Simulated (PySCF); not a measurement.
# [Pb(OH)5]−: other functionals and bases at one geometry

Aim: see how levels, charges and forces of [Pb(OH)5]− depend on the level of theory. The structure is generated, not taken from experiment.

Computed with PySCF 2.14.0. Level: several levels, as the steps say, no spin–orbit coupling.

2 further runs of the same task are left out: 1 for a known fault of the program, 1 that didn't finish.

## 1. Where the work starts

11 atoms, charge -1, spin multiplicity 1.

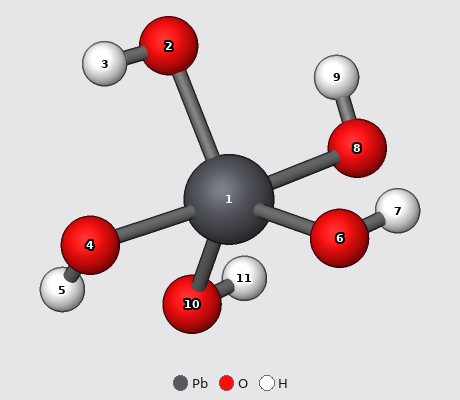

The structure; lead dark grey, oxygen red, hydrogen white; atoms are numbered from 1 in the order of the file.

As a file:

```
Pb   -0.0174    0.1337    0.1490
O    -0.2269    0.2703    2.3108
H     0.7359    0.2185    2.4948
O     2.1521    0.0825    0.4671
H     2.3147   -0.8231    0.1294
O    -0.1587    1.9599   -0.9978
H    -1.1408    1.9573   -1.0331
O    -2.2223   -0.0474   -0.0418
H    -2.4487   -0.0441    0.9113
O     0.0944   -1.8069   -0.8324
H    -0.8782   -1.9434   -0.8499
```

Formal oxidation states: Pb +4. An earlier session relaxed this geometry at PBE, Pb def2-SVP with ECP60, O def2-SVP, H def2-SVP (singlet, point group C1).

At PBE on the finer grid: E = -571.377399 Eh, HOMO -1.28 eV, LUMO 1.63 eV, Mulliken charge on Pb1 +0.66 e, largest force component 0.022 eV/Å. 

Levels to run: CAM-B3LYP; r2SCAN; PBE0; BP86; PBE, TZVP; PBE, x2c-SVP. Hardware: 2 threads of Arm Neoverse V1, shared host.

## 2. CAM-B3LYP

File run.py (the lines that set the calculation):

```python
mol = gto.M(atom='''
Pb    -0.01744     0.13373     0.14896
O     -0.22692     0.27035     2.31082
H      0.73588     0.21852     2.49480
O      2.15213     0.08255     0.46706
H      2.31470    -0.82310     0.12938
O     -0.15865     1.95991    -0.99783
H     -1.14081     1.95729    -1.03313
O     -2.22233    -0.04735    -0.04181
H     -2.44866    -0.04409     0.91134
O      0.09439    -1.80687    -0.83235
H     -0.87818    -1.94343    -0.84992''',
    basis={'Pb': 'def2-SVP', 'O': 'def2-SVP', 'H': 'def2-SVP'},
    ecp={'Pb': 'def2-SVP'},
    charge=-1, spin=0)
mf = dft.RKS(mol, xc='CAMB3LYP')
mf.grids.atom_grid = (75, 302)
mf = mf.density_fit()  # fitting sets: Pb def2-universal-JKFIT, O def2-universal-JKFIT, H def2-universal-JKFIT
mf.conv_tol = 1e-08; mf.max_cycle = 55
mf.kernel(dm0)  # dm0: the density of the relaxed state
```

On the command line:

```console
> OMP_NUM_THREADS=2 python run.py
```

The log of the run:

```text
init E= -571.553589125742
  HOMO = -0.156157188997961  LUMO = 0.118299725935582  gap/eV = 7.46835
cycle= 1 E= -571.561938221527  delta_E= -0.00835  |g|= 0.0926  |ddm|= 0.415
  HOMO = -0.146815351941317  LUMO = 0.119915694613319  gap/eV = 7.25812
cycle= 2 E= -571.561324087163  delta_E= 0.000614  |g|= 0.112  |ddm|= 0.158
  HOMO = -0.15429568508747  LUMO = 0.117667452843321  gap/eV = 7.40049
cycle= 3 E= -571.563763923561  delta_E= -0.00244  |g|= 0.00884  |ddm|= 0.0992
  HOMO = -0.152917871097859  LUMO = 0.11937007924071  gap/eV = 7.40933
cycle= 4 E= -571.563783680727  delta_E= -1.98e-05  |g|= 0.00427  |ddm|= 0.0145
  HOMO = -0.153092611971886  LUMO = 0.119225624946079  gap/eV = 7.41016
cycle= 5 E= -571.563787093626  delta_E= -3.41e-06  |g|= 0.00225  |ddm|= 0.00541
  HOMO = -0.153121475201863  LUMO = 0.119136975673037  gap/eV = 7.40853
cycle= 6 E= -571.563788168625  delta_E= -1.07e-06  |g|= 0.000256  |ddm|= 0.00215
  HOMO = -0.153128637085512  LUMO = 0.11914977933899  gap/eV = 7.40907
cycle= 7 E= -571.56378819599  delta_E= -2.74e-08  |g|= 0.000194  |ddm|= 0.00061
  HOMO = -0.153121331459862  LUMO = 0.119149124513935  gap/eV = 7.40886
cycle= 8 E= -571.563788204026  delta_E= -8.04e-09  |g|= 5.35e-05  |ddm|= 0.000195
  HOMO = -0.153127930173765  LUMO = 0.119147246461502  gap/eV = 7.40898
Extra cycle  E= -571.563788203826  delta_E= 2e-10  |g|= 8.14e-05  |ddm|= 0.00012
converged SCF energy = -571.563788203826
```

Run time: 11 s. Hardware: 2 threads of Arm Neoverse V1, shared host.

It gives: E = -571.563788 Eh, HOMO -4.17 eV, LUMO 3.24 eV, Mulliken charge on Pb1 +0.86 e, largest force component 0.791 eV/Å. 

## 3. r2SCAN

run.py (the lines that set the calculation), as its differences from that of step 2:

```diff
@@ -15,3 +15,3 @@
     charge=-1, spin=0)
-mf = dft.RKS(mol, xc='CAMB3LYP')
+mf = dft.RKS(mol, xc='R2SCAN')
 mf.grids.atom_grid = (75, 302)
```

On the command line:

```console
> OMP_NUM_THREADS=2 python run.py
```

The log of the run:

```text
init E= -571.63784331905
  HOMO = -0.0664948698609623  LUMO = 0.057185699931626  gap/eV = 3.36552
cycle= 1 E= -571.640604931226  delta_E= -0.00276  |g|= 0.0588  |ddm|= 0.295
  HOMO = -0.0575057925884764  LUMO = 0.0598348916550862  gap/eV = 3.19300
cycle= 2 E= -571.638437582496  delta_E= 0.00217  |g|= 0.117  |ddm|= 0.181
  HOMO = -0.0635630868981267  LUMO = 0.0579867308589357  gap/eV = 3.30754
cycle= 3 E= -571.641318879824  delta_E= -0.00288  |g|= 0.0164  |ddm|= 0.121
  HOMO = -0.0630118691620472  LUMO = 0.0582052395805981  gap/eV = 3.29849
cycle= 4 E= -571.64136801946  delta_E= -4.91e-05  |g|= 0.00738  |ddm|= 0.025
  HOMO = -0.0629150817659137  LUMO = 0.0585488355351806  gap/eV = 3.30520
cycle= 5 E= -571.641380654047  delta_E= -1.26e-05  |g|= 0.000918  |ddm|= 0.00864
  HOMO = -0.0629447470954257  LUMO = 0.0584680707690417  gap/eV = 3.30381
cycle= 6 E= -571.64138073269  delta_E= -7.86e-08  |g|= 0.000716  |ddm|= 0.00167
  HOMO = -0.0629579042072937  LUMO = 0.0584651882393494  gap/eV = 3.30409
cycle= 7 E= -571.641380844823  delta_E= -1.12e-07  |g|= 0.000143  |ddm|= 0.000796
  HOMO = -0.0629474186347212  LUMO = 0.0584757039117996  gap/eV = 3.30409
cycle= 8 E= -571.641380848961  delta_E= -4.14e-09  |g|= 4.09e-05  |ddm|= 0.000187
  HOMO = -0.0629492191421933  LUMO = 0.0584741787953789  gap/eV = 3.30410
Extra cycle  E= -571.641380846626  delta_E= 2.34e-09  |g|= 0.00011  |ddm|= 0.000148
converged SCF energy = -571.641380846626
```

Run time: 13 s. Hardware: 2 threads of Arm Neoverse V1, shared host.

Read off: E = -571.641381 Eh, HOMO -1.71 eV, LUMO 1.59 eV, Mulliken charge on Pb1 +0.87 e, largest force component 0.475 eV/Å. 

## 4. PBE0

run.py (the lines that set the calculation), as its differences from that of step 3:

```diff
@@ -15,3 +15,3 @@
     charge=-1, spin=0)
-mf = dft.RKS(mol, xc='R2SCAN')
+mf = dft.RKS(mol, xc='PBE0')
 mf.grids.atom_grid = (75, 302)
```

On the command line:

```console
> OMP_NUM_THREADS=2 python run.py
```

The log of the run:

```text
init E= -571.313087303095
  HOMO = -0.106564970237785  LUMO = 0.0825685798072904  gap/eV = 5.14659
cycle= 1 E= -571.32006519752  delta_E= -0.00698  |g|= 0.0534  |ddm|= 0.391
  HOMO = -0.102329351098702  LUMO = 0.08064899069349  gap/eV = 4.97909
cycle= 2 E= -571.319449194403  delta_E= 0.000616  |g|= 0.077  |ddm|= 0.138
  HOMO = -0.106005544560742  LUMO = 0.08085975812077  gap/eV = 5.08486
cycle= 3 E= -571.320699725397  delta_E= -0.00125  |g|= 0.0109  |ddm|= 0.0832
  HOMO = -0.104684329336803  LUMO = 0.0820605798789984  gap/eV = 5.08159
cycle= 4 E= -571.32071468323  delta_E= -1.5e-05  |g|= 0.0067  |ddm|= 0.0156
  HOMO = -0.104641370700008  LUMO = 0.0822846629163756  gap/eV = 5.08652
cycle= 5 E= -571.320723535659  delta_E= -8.85e-06  |g|= 0.00171  |ddm|= 0.00695
  HOMO = -0.104684986684586  LUMO = 0.0821803802157675  gap/eV = 5.08487
cycle= 6 E= -571.32072417092  delta_E= -6.35e-07  |g|= 0.000207  |ddm|= 0.00196
  HOMO = -0.104684824183499  LUMO = 0.0821851984100945  gap/eV = 5.08499
cycle= 7 E= -571.320724173609  delta_E= -2.69e-09  |g|= 0.000177  |ddm|= 0.000288
  HOMO = -0.104681218196627  LUMO = 0.0821844701688903  gap/eV = 5.08487
cycle= 8 E= -571.320724180135  delta_E= -6.53e-09  |g|= 1.94e-05  |ddm|= 0.000157
  HOMO = -0.104683438664301  LUMO = 0.0821823133658128  gap/eV = 5.08488
Extra cycle  E= -571.320724179983  delta_E= 1.52e-10  |g|= 3.38e-05  |ddm|= 5.4e-05
converged SCF energy = -571.320724179983
```

Run time: 8 s. Hardware: 2 threads of Arm Neoverse V1, shared host.

Result: E = -571.320724 Eh, HOMO -2.85 eV, LUMO 2.24 eV, Mulliken charge on Pb1 +0.89 e, largest force component 0.688 eV/Å. 

## 5. BP86

run.py (the lines that set the calculation), as its differences from that of step 4:

```diff
@@ -15,3 +15,3 @@
     charge=-1, spin=0)
-mf = dft.RKS(mol, xc='PBE0')
+mf = dft.RKS(mol, xc='B88,P86')
 mf.grids.atom_grid = (75, 302)
```

On the command line:

```console
> OMP_NUM_THREADS=2 python run.py
```

The log of the run:

```text
init E= -571.90165745747
  HOMO = -0.0518107510657032  LUMO = 0.0548253583121685  gap/eV = 2.90172
cycle= 1 E= -571.901806410592  delta_E= -0.000149  |g|= 0.00396  |ddm|= 0.0668
  HOMO = -0.0506978182128134  LUMO = 0.0560522290021979  gap/eV = 2.90482
cycle= 2 E= -571.901798587356  delta_E= 7.82e-06  |g|= 0.00715  |ddm|= 0.0149
  HOMO = -0.0511472754077584  LUMO = 0.0557656687636197  gap/eV = 2.90925
cycle= 3 E= -571.901805603708  delta_E= -7.02e-06  |g|= 0.00478  |ddm|= 0.0122
  HOMO = -0.051119807445717  LUMO = 0.0556184957104691  gap/eV = 2.90450
cycle= 4 E= -571.901810856783  delta_E= -5.25e-06  |g|= 0.000556  |ddm|= 0.00567
  HOMO = -0.0511252435378731  LUMO = 0.0556253600510068  gap/eV = 2.90483
cycle= 5 E= -571.901810831473  delta_E= 2.53e-08  |g|= 0.000659  |ddm|= 0.0011
  HOMO = -0.0511191475806338  LUMO = 0.0556354225483631  gap/eV = 2.90494
cycle= 6 E= -571.901810927972  delta_E= -9.65e-08  |g|= 6.52e-05  |ddm|= 0.000642
  HOMO = -0.0511141916032193  LUMO = 0.0556367223606316  gap/eV = 2.90484
cycle= 7 E= -571.901810927704  delta_E= 2.69e-10  |g|= 7.2e-05  |ddm|= 0.000128
  HOMO = -0.0511219909403892  LUMO = 0.0556361428006049  gap/eV = 2.90504
Extra cycle  E= -571.901810916916  delta_E= 1.08e-08  |g|= 0.00023  |ddm|= 0.000288
converged SCF energy = -571.901810916916
```

It took 8 s on 2 threads of Arm Neoverse V1, shared host.

Result: E = -571.901811 Eh, HOMO -1.39 eV, LUMO 1.51 eV, Mulliken charge on Pb1 +0.67 e, largest force component 0.070 eV/Å. 

## 6. PBE, TZVP

Basis: Pb def2-TZVP with ECP60, O def2-TZVP, H def2-TZVP. 

run.py (the lines that set the calculation), as its differences from that of step 5:

```diff
@@ -12,6 +12,6 @@
 H     -0.87818    -1.94343    -0.84992''',
-    basis={'Pb': 'def2-SVP', 'O': 'def2-SVP', 'H': 'def2-SVP'},
-    ecp={'Pb': 'def2-SVP'},
+    basis={'Pb': 'def2-TZVP', 'O': 'def2-TZVP', 'H': 'def2-TZVP'},
+    ecp={'Pb': 'def2-TZVP'},
     charge=-1, spin=0)
-mf = dft.RKS(mol, xc='B88,P86')
+mf = dft.RKS(mol, xc='PBE')
 mf.grids.atom_grid = (75, 302)
@@ -19,2 +19,2 @@
 mf.conv_tol = 1e-08; mf.max_cycle = 55
-mf.kernel(dm0)  # dm0: the density of the relaxed state
+mf.kernel(dm0)  # dm0: free metal ions and neutral atoms
```

On the command line:

```console
> OMP_NUM_THREADS=2 python run.py
```

The log of the run:

```text
init E= -584.519882039159
  HOMO = 0.000211138890948502  LUMO = 0.0763566984902688  gap/eV = 2.07203
cycle= 1 E= -571.098303371243  delta_E= 13.4  |g|= 2.36  |ddm|= 3.19
  HOMO = -0.270152633209809  LUMO = -0.00869167423188699  gap/eV = 7.11472
cycle= 2 E= -568.845628244823  delta_E= 2.25  |g|= 4.23  |ddm|=    4
  HOMO = -0.0585347506138651  LUMO = 0.0448722663575722  gap/eV = 2.81385
cycle= 3 E= -571.875833704066  delta_E= -3.03  |g|= 0.345  |ddm|= 2.87
  HOMO = -0.0561465233706101  LUMO = 0.0282903810070323  gap/eV = 2.29765
cycle= 4 E= -571.860076455284  delta_E= 0.0158  |g|= 0.417  |ddm|= 0.595
  HOMO = -0.0765509051355557  LUMO = 0.0325034602232712  gap/eV = 2.96752
cycle= 5 E= -571.892197281056  delta_E= -0.0321  |g|= 0.17  |ddm|= 0.485
  HOMO = -0.0719612393293846  LUMO = 0.0364121323058058  gap/eV = 2.94899
cycle= 6 E= -571.896872858168  delta_E= -0.00468  |g|= 0.0781  |ddm|= 0.193
  HOMO = -0.0736694557938243  LUMO = 0.0357001785443458  gap/eV = 2.97610
cycle= 7 E= -571.897879082322  delta_E= -0.00101  |g|= 0.0346  |ddm|= 0.0881
  HOMO = -0.0739956930632456  LUMO = 0.0348817615124304  gap/eV = 2.96271
cycle= 8 E= -571.898122369618  delta_E= -0.000243  |g|= 0.00482  |ddm|= 0.034
  HOMO = -0.0739259227866616  LUMO = 0.0351181908027058  gap/eV = 2.96724
cycle= 9 E= -571.898125104354  delta_E= -2.73e-06  |g|= 0.00274  |ddm|= 0.00614
  HOMO = -0.073882835260886  LUMO = 0.0351170145451505  gap/eV = 2.96604
cycle= 10 E= -571.898126661591  delta_E= -1.56e-06  |g|= 0.000378  |ddm|= 0.00219
  HOMO = -0.0739071840504001  LUMO = 0.0350908495874833  gap/eV = 2.96599
cycle= 11 E= -571.898126684898  delta_E= -2.33e-08  |g|= 0.000149  |ddm|= 0.00041
  HOMO = -0.0739089054650136  LUMO = 0.0350928758656401  gap/eV = 2.96609
cycle= 12 E= -571.898126687545  delta_E= -2.65e-09  |g|= 9.55e-05  |ddm|= 0.000183
  HOMO = -0.0739043370568532  LUMO = 0.0350943528656664  gap/eV = 2.96601
Extra cycle  E= -571.898126667949  delta_E= 1.96e-08  |g|= 0.000323  |ddm|= 0.000322
converged SCF energy = -571.898126667949
```

Run time: 28 s. Hardware: 2 threads of Arm Neoverse V1, shared host.

Read off: E = -571.898127 Eh, HOMO -2.01 eV, LUMO 0.95 eV, Mulliken charge on Pb1 +1.08 e, largest force component 0.269 eV/Å. 

## 7. PBE, x2c-SVP

Basis: Pb x2c-SVPall, O x2c-SVPall, H x2c-SVPall. All electrons are treated, with the spin-free X2C Hamiltonian.

run.py (the lines that set the calculation), as its differences from that of step 6:

```diff
@@ -12,8 +12,9 @@
 H     -0.87818    -1.94343    -0.84992''',
-    basis={'Pb': 'def2-TZVP', 'O': 'def2-TZVP', 'H': 'def2-TZVP'},
-    ecp={'Pb': 'def2-TZVP'},
+    basis={'Pb': 'x2c-SVPall', 'O': 'x2c-SVPall', 'H': 'x2c-SVPall'},
+    nucmod='G',
     charge=-1, spin=0)
 mf = dft.RKS(mol, xc='PBE')
-mf.grids.atom_grid = (75, 302)
-mf = mf.density_fit()  # fitting sets: Pb def2-universal-JKFIT, O def2-universal-JKFIT, H def2-universal-JKFIT
+mf.grids.atom_grid = (99, 590)
+mf = mf.density_fit()  # fitting sets: Pb AutoAux, O AutoAux, H AutoAux
+mf = mf.sfx2c1e()
 mf.conv_tol = 1e-08; mf.max_cycle = 55
```

On the command line:

```console
> OMP_NUM_THREADS=2 python run.py
```

The log of the run:

```text
init E= -21276.5790142665
  HOMO = 0.0143671342598132  LUMO = 0.0919296879560112  gap/eV = 2.11058
cycle= 1 E= -21262.9163310324  delta_E= 13.7  |g|= 1.84  |ddm|= 4.11
  HOMO = -0.2076782275102  LUMO = 0.0314922890318305  gap/eV = 6.50816
cycle= 2 E= -21261.2634036169  delta_E= 1.65  |g|= 3.36  |ddm|= 4.55
  HOMO = -0.0368396758540044  LUMO = 0.067280383558967  gap/eV = 2.83325
cycle= 3 E= -21263.5522552503  delta_E= -2.29  |g|= 0.202  |ddm|=  3.1
  HOMO = -0.0307243685933387  LUMO = 0.0562676836888061  gap/eV = 2.36717
cycle= 4 E= -21263.540306625  delta_E= 0.0119  |g|= 0.298  |ddm|= 0.525
  HOMO = -0.0467342647321631  LUMO = 0.0588027971930396  gap/eV = 2.87181
cycle= 5 E= -21263.5580010377  delta_E= -0.0177  |g|= 0.115  |ddm|= 0.426
  HOMO = -0.0441186902186606  LUMO = 0.0614049383684696  gap/eV = 2.87144
cycle= 6 E= -21263.5600912992  delta_E= -0.00209  |g|= 0.0618  |ddm|= 0.177
  HOMO = -0.0458144026437916  LUMO = 0.0609687363920339  gap/eV = 2.90572
cycle= 7 E= -21263.5608707587  delta_E= -0.000779  |g|= 0.0186  |ddm|= 0.082
  HOMO = -0.0462356581855938  LUMO = 0.0603194544753376  gap/eV = 2.89951
cycle= 8 E= -21263.5609451036  delta_E= -7.43e-05  |g|= 0.00193  |ddm|= 0.0228
  HOMO = -0.0462720164298139  LUMO = 0.0603764704990177  gap/eV = 2.90205
cycle= 9 E= -21263.5609451053  delta_E= -1.72e-09  |g|= 0.00189  |ddm|= 0.00364
  HOMO = -0.0462480664352203  LUMO = 0.0603794518537213  gap/eV = 2.90148
cycle= 10 E= -21263.5609459062  delta_E= -8.01e-07  |g|= 0.000199  |ddm|= 0.002
  HOMO = -0.046251158113424  LUMO = 0.0603732027434636  gap/eV = 2.90140
cycle= 11 E= -21263.5609459124  delta_E= -6.14e-09  |g|= 0.000109  |ddm|= 0.000296
  HOMO = -0.0462533593386185  LUMO = 0.060374036904415  gap/eV = 2.90148
cycle= 12 E= -21263.5609459145  delta_E= -2.09e-09  |g|= 4.98e-05  |ddm|= 0.000151
  HOMO = -0.0462487878439555  LUMO = 0.0603758122658604  gap/eV = 2.90140
Extra cycle  E= -21263.5609459097  delta_E= 4.8e-09  |g|= 0.000155  |ddm|= 0.000208
converged SCF energy = -21263.5609459097
```

It took 52 s on 2 threads of Arm Neoverse V1, shared host.

It gives: E = -21263.560946 Eh, HOMO -1.26 eV, LUMO 1.64 eV, Mulliken charge on Pb1 +0.74 e, largest force component 0.219 eV/Å. 

## 8. All levels side by side

| level | state | HOMO (eV) | gap (eV) | charge on Pb1 (e) | dipole (D) | largest force (eV/Å) | basis functions | time |
| --- | --- | --- | --- | --- | --- | --- | --- | --- |
| PBE (relaxed here) | singlet | -1.28 | 2.91 | 0.66 | 1.33 | 0.02 | 121 | 21 s |
| CAM-B3LYP | singlet | -4.17 | 7.41 | 0.86 | 1.40 | 0.79 | 121 | 11 s |
| r2SCAN | singlet | -1.71 | 3.30 | 0.87 | 1.39 | 0.48 | 121 | 13 s |
| PBE0 | singlet | -2.85 | 5.08 | 0.89 | 1.39 | 0.69 | 121 | 8 s |
| BP86 | singlet | -1.39 | 2.91 | 0.67 | 1.34 | 0.07 | 121 | 8 s |
| PBE, TZVP | singlet | -2.01 | 2.97 | 1.08 | 1.27 | 0.27 | 235 | 28 s |
| PBE, x2c-SVP | singlet | -1.26 | 2.90 | 0.74 | 1.32 | 0.22 | 157 | 52 s |

Times are on 2 threads of Arm Neoverse V1, shared host; the first row also made further properties. The dipole of a charged species depends on the origin, so these sizes hold for this origin alone.

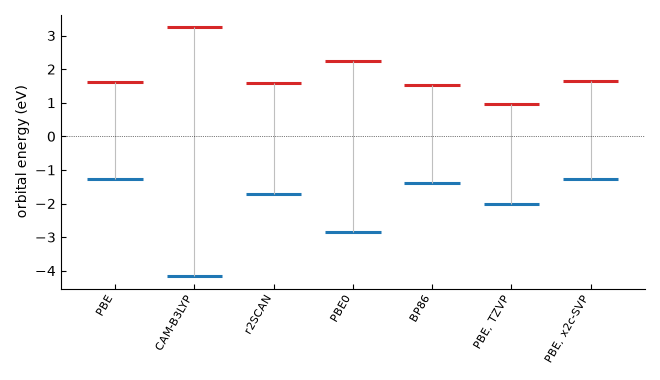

Highest filled and lowest empty level, method by method.

In one basis the HOMO–LUMO gap runs from 2.91 eV (BP86) to 7.41 eV (CAM-B3LYP). The largest leftover force, 0.79 eV/Å with CAM-B3LYP, stands at a geometry relaxed at another level. The Mulliken charge on Pb spans +0.66 to +1.08 e over the levels. Total energies of different levels can't be compared. Spin–orbit coupling is left out throughout.
